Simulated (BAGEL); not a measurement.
# B2NH2OF (SMILES OB1NB1F) at HF/STO-3G (density fitting with qzvpp-jkfit)

Aim: the energy change on altering one bond length of B2NH2OF at HF/STO-3G (density fitting with qzvpp-jkfit), from 2 runs. 

The results are computed with BAGEL 1.2.2.

1 further run of the same task is left out (set aside as unsound or not needed). Runs told in other sessions of the task aren't counted.

## 1. Starting point

B2NH2OF has 7 atoms, charge 0, and is taken as a singlet. SMILES: `OB1NB1F`. The coordinates come from a PBE0-D4/def2-TZVP relaxation. This is one conformer, not always the lowest.

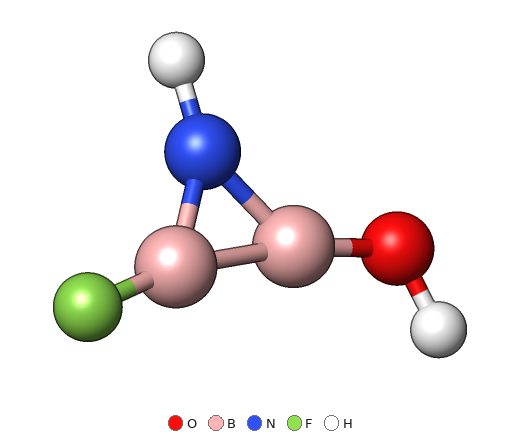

The structure, seen from a chosen angle (oxygen red, boron pink, nitrogen blue, fluorine green, hydrogen white).

## 2. A single-point energy at HF/STO-3G (density fitting with qzvpp-jkfit)

calc.json reads:

```json
{ "bagel": [

{
  "title": "molecule",
  "basis": "sto-3g",
  "df_basis": "qzvpp-jkfit",
  "angstrom": true,
  "geometry": [
    { "atom": "O", "xyz": [   -1.276700,    0.176400,    1.308100 ] },
    { "atom": "B", "xyz": [   -0.379000,    0.150200,    0.304200 ] },
    { "atom": "N", "xyz": [    0.632200,   -0.768200,   -0.094800 ] },
    { "atom": "B", "xyz": [    0.587000,    0.339700,   -0.954100 ] },
    { "atom": "F", "xyz": [    1.250000,    0.724100,   -2.025300 ] },
    { "atom": "H", "xyz": [   -1.829400,    0.960200,    1.293400 ] },
    { "atom": "H", "xyz": [    1.077200,   -1.650400,    0.122900 ] }
  ]
},
{ "title": "hf" },
{ "title": "print", "file": "orbitals.molden", "orbitals": true }

]}
```

Started as:

```console
$ BAGEL_NUM_THREADS=1 BAGEL calc.json > calc.out
```

The log of the run:

```text
* using 1 threads per process

  ===============================================================
  ===============================================================

  *** Geometry ***

  { "atom" : "O", "xyz" : [     -2.412613,      0.333348,      2.471951 ] },
  { "atom" : "B", "xyz" : [     -0.716206,      0.283837,      0.574855 ] },
  { "atom" : "N", "xyz" : [      1.194685,     -1.451688,     -0.179146 ] },
  { "atom" : "B", "xyz" : [      1.109269,      0.641940,     -1.802988 ] },
  { "atom" : "F", "xyz" : [      2.362158,      1.368351,     -3.827262 ] },
  { "atom" : "H", "xyz" : [     -3.457065,      1.814515,      2.444172 ] },
  { "atom" : "H", "xyz" : [      2.035613,     -3.118804,      0.232247 ] },

  Number of auxiliary basis functions:      417

  Since a DF basis is specified, we compute 2- and 3-index integrals:
    o Being stored without compression. Storage requirement is 0.002 GB

  Number of basis functions:       27
  Number of electrons      :       36

    * METHOD: MOLECULE                             0.10

  *** RHF ***

  === Nuclear Repulsion ===
   135.2277846472

      * DIIS with orbital gradients will be used.

  === RHF iteration (sto-3g) ===
      0       -275.53782864          0.02012544           0.01
      1       -275.62760564          0.00685205           0.01
      2       -275.63748444          0.00161703           0.01
      3       -275.63850990          0.00040217           0.01
      4       -275.63855056          0.00008621           0.01
      5       -275.63855410          0.00002172           0.01
      6       -275.63855428          0.00000664           0.01
      7       -275.63855430          0.00000182           0.01
      8       -275.63855430          0.00000030           0.01
      9       -275.63855430          0.00000009           0.01
     10       -275.63855430          0.00000003           0.01
     11       -275.63855430          0.00000001           0.01
    * SCF iteration converged.

    * Permanent dipole moment:
           (    0.193075,    -0.088974,    -0.145696) a.u.

    * METHOD: HF                                   0.18

    * METHOD: PRINT                                0.00

  ===============================================================
```

Run time: 0.4 s. Hardware: 1 thread of Arm Neoverse V2, shared host.

## 3. The distorted shape

hf.json reads:

```json
{ "bagel": [

{
  "title": "molecule",
  "basis": "sto-3g",
  "df_basis": "qzvpp-jkfit",
  "angstrom": "true",
  "geometry": [
    { "atom": "O", "xyz": [      -0.613464,      -0.764154,       1.325740 ] },
    { "atom": "B", "xyz": [       0.284236,      -0.790354,       0.321840 ] },
    { "atom": "N", "xyz": [       1.295436,      -1.708754,      -0.077160 ] },
    { "atom": "B", "xyz": [       1.250236,      -0.600854,      -0.936460 ] },
    { "atom": "F", "xyz": [       1.913236,      -0.216454,      -2.007660 ] },
    { "atom": "H", "xyz": [      -1.829400,       0.960200,       1.293400 ] },
    { "atom": "H", "xyz": [       1.740436,      -2.590954,       0.140540 ] }
  ]
},

{
  "title": "hf"
},

{
  "title": "print",
  "file": "orbitals.molden",
  "orbitals": "true"
}

]}
```

Started as:

```console
$ BAGEL_NUM_THREADS=1 BAGEL hf.json > hf.out
```

The log of the run:

```text
* using 1 threads per process

  ===============================================================
  ===============================================================

  *** Geometry ***

  { "atom" : "O", "xyz" : [     -1.159279,     -1.444042,      2.505286 ] },
  { "atom" : "B", "xyz" : [      0.537128,     -1.493553,      0.608189 ] },
  { "atom" : "N", "xyz" : [      2.448019,     -3.229077,     -0.145811 ] },
  { "atom" : "B", "xyz" : [      2.362604,     -1.135450,     -1.769653 ] },
  { "atom" : "F", "xyz" : [      3.615492,     -0.409039,     -3.793928 ] },
  { "atom" : "H", "xyz" : [     -3.457065,      1.814515,      2.444172 ] },
  { "atom" : "H", "xyz" : [      3.288947,     -4.896193,      0.265582 ] },

  Number of auxiliary basis functions:      417

  Since a DF basis is specified, we compute 2- and 3-index integrals:
    o Being stored without compression. Storage requirement is 0.002 GB

  Number of basis functions:       27
  Number of electrons      :       36

    * METHOD: MOLECULE                             0.10

  *** RHF ***

  === Nuclear Repulsion ===
   131.8044428779

      * DIIS with orbital gradients will be used.

  === RHF iteration (sto-3g) ===
      0       -275.08786323          0.02904888           0.01
      1       -275.07700702          0.03675119           0.01
      2       -275.32999732          0.00326817           0.01
      3       -275.33305415          0.00139145           0.01
      4       -275.33363965          0.00041948           0.01
      5       -275.33369970          0.00014885           0.01
      6       -275.33371104          0.00006519           0.01
      7       -275.33371371          0.00003860           0.01
      8       -275.33371429          0.00001650           0.01
      9       -275.33371445          0.00000855           0.01
     10       -275.33371450          0.00000381           0.01
     11       -275.33371451          0.00000174           0.01
     12       -275.33371451          0.00000050           0.01
     13       -275.33371451          0.00000028           0.01
     14       -275.33371451          0.00000011           0.01
     15       -275.33371451          0.00000003           0.01
     16       -275.33371451          0.00000001           0.01
     17       -275.33371451          0.00000001           0.01
    * SCF iteration converged.

    * Permanent dipole moment:
           (   -0.095859,     0.134040,     0.000442) a.u.

    * METHOD: HF                                   0.24

    * METHOD: PRINT                                0.00

  ===============================================================
```

Run time: 0.46 s. Hardware: 1 thread of Arm Neoverse V2, shared host.

## 4. What came out

Level: HF/STO-3G (density fitting with qzvpp-jkfit).

```
                                                         quantity          value
                                        first shape: total energy  -275.63855 Eh
                                       first shape: dipole moment         0.66 D
                                         first shape: HOMO energy       -7.70 eV
                                         first shape: LUMO energy        9.05 eV
                                       first shape: HOMO–LUMO gap       16.76 eV
                                    distorted shape: total energy  -275.33371 Eh
                                   distorted shape: dipole moment         0.42 D
                                     distorted shape: HOMO energy       -6.29 eV
                                     distorted shape: LUMO energy        2.20 eV
                                   distorted shape: HOMO–LUMO gap        8.49 eV
energy change with the O1–H6 bond stretched from 0.959 to 2.110 Å       8.295 eV
```

What this shows: With the O1–H6 bond stretched from 0.959 to 2.110 Å the energy rises by 8.30 eV (800 kJ/mol). The first shape isn't relaxed at this level, so the change isn't measured from a minimum. A restricted reference can't describe the breaking bond well at this length. The minimal basis adds a large error of its own.
